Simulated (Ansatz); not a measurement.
# Phonon transport in Tm (P6_3/mmc), part 3 of 3

Aim: the lattice thermal conductivity of Tm against temperature, and which phonons carry it.

Ansatz 0.2.0; DFT PBE, scalar-relativistic, plane waves, norm-conserving pseudopotentials, 4f in core.

So far, highest frequency (cm⁻¹): step 5 (a first look at the harmonic spectrum) 119. The relaxed cell has a = 3.546, c = 5.503 Å (conventional setting).

### 6. Anharmonic force constants and conductivity (continued)

The spectral kappa at 300 K by frequency; read off at these points; values in W/m/K/THz:

```
frequency (THz)  relaxation time (W/m/K/THz)  full solution (W/m/K/THz)
           0.05                            0                          0
           0.35                        0.598                      0.567
           0.45                         1.27                       1.25
           0.55                        0.628                      0.627
           0.65                         1.29                       1.35
           0.85                        0.835                      0.959
           1.15                        0.716                       1.08
           1.35                        0.887                       1.53
           1.65                         2.72                       3.94
           1.95                         7.27                       8.87
           2.05                         7.88                       9.40
           2.25                         7.49                       8.78
           2.35                         7.85                       9.37
           2.45                         7.68                       9.03
           2.75                         3.48                       4.90
           3.05                        0.521                      0.973
           3.25                        0.295                      0.881
           3.55                       0.0123                     0.0565
```

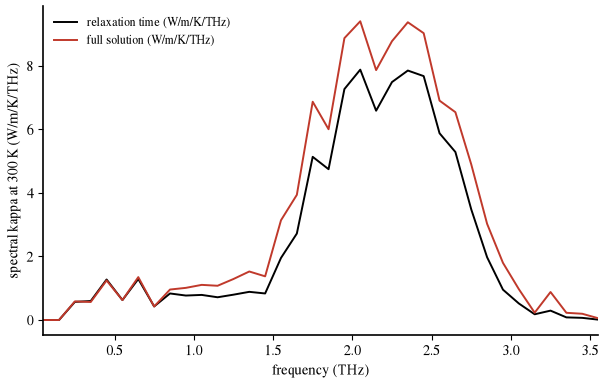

Spectral kappa at 300 K against frequency.

Relaxation-time solution. Table of share of κ carried by shorter paths by mean free path:

```
mean free path (nm)   50 K  300 K  1000 K
              0.464      0      0   0.002
              0.681      0      0   0.005
                  1      0  0.001   0.009
               1.47      0  0.002    0.02
               2.15      0  0.005   0.039
               3.16      0  0.008   0.081
               4.64      0  0.018   0.168
               6.81  0.001  0.036   0.324
                 10  0.002  0.072   0.608
               14.7  0.003  0.154   0.791
               21.5  0.006  0.295   0.893
               31.6  0.012   0.55    0.96
               46.4  0.029  0.773   0.975
               68.1  0.061  0.887   0.986
                100  0.138   0.96   0.996
                147  0.283  0.975       1
                215  0.531  0.984       1
                316  0.749   0.99       1
                464  0.863      1       1
                681  0.926      1       1
               1000  0.949      1       1
               1470  0.963      1       1
               2150  0.985      1       1
               3160      1      1       1
```

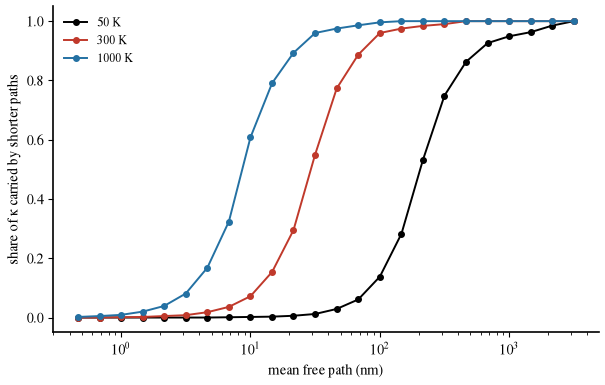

Share of κ carried by shorter paths, plotted against mean free path.

300 K; a sample spread over frequency. Mode lifetimes, by row, the first 40 of 90 rows:

```
    q1      q2      q3  branch  frequency (THz)  rms speed (km/s)  three-phonon rate (1/ps)  isotope rate (1/ps)  lifetime (ps)  mean free path (nm)
     0  0.0476       0       1            0.281               1.8                   0.00537                    0            186                  334
     0  0.0952  0.0909       2            0.673              1.82                    0.0564                    0           17.7                 32.2
     0  0.0476  0.2727       1            0.927              1.67                    0.0847                    0           11.8                 19.7
     0  0.0952  0.2727       2             1.08               1.7                     0.149                    0           6.73                 11.4
0.0476  0.0476  0.1818       3            1.198              2.61                    0.0917                    0           10.9                 28.5
     0  0.1429       0       3            1.305              2.59                     0.131                    0           7.64                 19.7
     0       0  0.4545       1            1.381              1.36                     0.126                    0           7.93                 10.8
0.1429  0.1905  0.1818       1            1.446              0.91                     0.221                    0           4.53                  4.1
0.0952  0.0952  0.0909       3            1.503              2.23                     0.125                    0           7.98                 17.8
0.0476  0.2857  0.2727       1             1.54              0.65                     0.233                    0           4.28                 2.79
0.1905  0.2381  0.2727       1            1.569              0.59                     0.232                    0           4.31                 2.57
0.2381  0.2857  0.4545       1            1.592              0.48                     0.168                    0           5.94                 2.87
0.1905  0.3333  0.4545       1            1.618              0.63                      0.17                    0           5.89                 3.68
0.0952  0.1429  0.3636       2             1.65              1.37                    0.0765                    0           13.1                   18
0.0952  0.0952  0.4545       2            1.673              1.26                     0.091                    0             11                 13.8
     0  0.2381  0.3636       2             1.69              1.26                    0.0778                    0           12.8                 16.2
     0   0.381       0       1            1.712              0.48                    0.0605                    0           16.5                 7.86
0.0952  0.4286  0.4545       1             1.74              0.94                     0.159                    0            6.3                 5.91
0.2381   0.381  0.2727       1            1.763              1.19                     0.125                    0           7.98                 9.47
0.0952  0.1429  0.0909       3            1.784              1.94                    0.0346                    0           28.9                 56.1
0.0476  0.2857  0.4545       1            1.805              1.32                     0.179                    0           5.58                 7.35
0.1429  0.4286  0.4545       2            1.821              1.38                     0.133                    0           7.53                 10.4
     0  0.4762  0.4545       1             1.85               0.8                     0.139                    0           7.18                 5.75
0.1905  0.2381       0       1            1.873              1.22                    0.0373                    0           26.8                 32.7
     0  0.4286  0.2727       2            1.901              0.61                    0.0455                    0             22                 13.4
0.0952  0.2857  0.2727       2            1.922              1.08                    0.0343                    0           29.2                 31.5
0.1905  0.1905  0.0909       2            1.946              1.29                    0.0165                    0           60.5                 78.2
0.1905  0.1905  0.3636       2            1.972              0.43                     0.055                    0           18.2                 7.87
0.0952  0.1429  0.4545       3            1.997              1.12                    0.0531                    0           18.8                   21
0.0952   0.381  0.0909       2            2.022              0.88                    0.0402                    0           24.9                 21.8
0.0952   0.381  0.1818       2             2.04              1.07                    0.0378                    0           26.4                 28.2
0.2381  0.2857  0.0909       1            2.063              1.43                    0.0412                    0           24.2                 34.6
0.0952  0.4286       0       2            2.089              0.48                    0.0398                    0           25.1                   12
     0   0.381  0.4545       3            2.115              1.02                    0.0325                    0           30.8                 31.3
0.0952  0.4286  0.3636       2            2.141              1.41                    0.0543                    0           18.4                 25.9
0.1429   0.381  0.0909       2            2.166              1.03                    0.0285                    0             35                 36.1
0.0476   0.381  0.4545       3            2.191              1.04                    0.0344                    0           29.1                 30.2
0.1429   0.381  0.2727       2            2.218              0.67                    0.0327                    0           30.6                 20.4
0.1905   0.381       0       2            2.251              0.83                    0.0246                    0           40.6                 33.7
     0  0.1905  0.3636       5            2.274              1.84                    0.0398                    0           25.2                 46.3
```

Without the LO-TO term. Gamma linewidths, by row:

```
branch  frequency (cm⁻¹)  three-phonon rate (1/ps)  isotope rate (1/ps)  FWHM (cm⁻¹)
     4              69.9                    0.0755                    0        0.401
     5              69.9                    0.0755                    0        0.401
     6               119                     0.656                    0         3.48
```

W/m/K, third of the trace; RTA populations with a boundary rate v/L added to each mode (Matthiessen's rule). Kappa by grain size, by row:

```
T (K)   bulk  10 nm  30 nm  100 nm  300 nm  1000 nm  10000 nm  100000 nm
  100  25.42  3.025  6.851   13.23   18.92    22.82     25.11      25.39
  300  8.847   2.45  4.481   6.654   7.901    8.523     8.812      8.844
  600  4.442  1.854   2.92   3.784   4.184    4.358     4.434      4.442
```

At 300 K the relaxation-time value is 8.88 W/(m K).

### 7. Results

| Quantity | Value |
| --- | --- |
| highest frequency | 119.2 cm⁻¹ |
| Debye temperature from the second moment | 153 K |
| κ at 300 K (relaxation time) | 8.875 W/m/K |
| κ at 300 K (full solution) | 11.24 W/m/K |
| mean free path at half of κ | 29.9 nm |
| share of κ above the three lowest branches | 0.32 |

The lattice of Tm conducts 11.2 W/(m K) at 300 K by PBE (mean over directions, full solution). The full solution lies +27 % from the relaxation-time value at 300 K, a sign that momentum-conserving scattering matters. Above 300 K the relaxation-time κ falls as T^-0.99, near the 1/T law of three-phonon scattering. The tensor is anisotropic, with a ratio of 1.4 between its largest and smallest diagonal entries. Grains of 100 nm would keep 75 % of the bulk value at 300 K, and grains of 1 µm 96 %. This is a metal: electrons carry heat too and also scatter phonons, and neither is in this figure, so it is the lattice part alone, without the scattering by electrons that would lower it. The sum rules changed one orbit of cubic constants by up to 8 %. Below 100 K the values hang on the q-mesh and, in a real crystal, on its size. The conductivities include the coherence part between close branches; the shares for grains, isotopes, branches and paths are of the relaxation-time populations alone. Cubic couplings among atoms farther apart than the pair cutoff are dropped, and neither the cutoff nor the q-mesh was shown to be converged here. The 4f electrons are frozen in the core as for a trivalent ion, so valence changes and magnetic order are left out.

[Logs are printed without paths, hosts, clocks, repeated set-up lines and the standing remarks that a program may print on its own settings, such as how far it seeks lower states.]

[Hosts, paths, dates, database ids (printed as entryN), source tags and the programs' standing remarks are cut or masked in the printed files.]

[A step with changed settings may run another functional than the one named; its input shows which.]
